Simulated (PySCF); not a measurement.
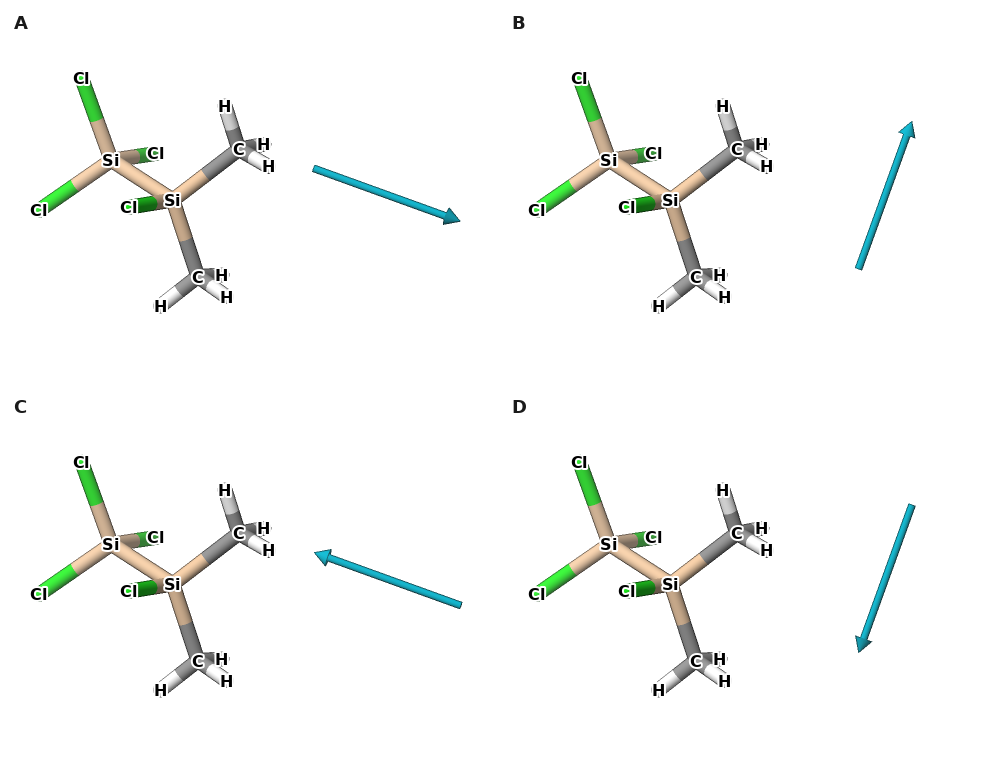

The same molecule four times, each with an arrow. The geometry was computed by an optimisation with GFN2-xTB. No frequency run is at hand to confirm it as a minimum. Level of theory: CAM-B3LYP/def2-SVPD, gas phase (PySCF 2.14.0).

Which arrow points along the dipole moment, from the negative to the positive end?

A. The dipole moment is 2.55 D.

The geometry is semi-empirical. Around Si such bond lengths and angles can be off by a tenth of an ångström or more and by several degrees, and values that hang on the shape move with them.
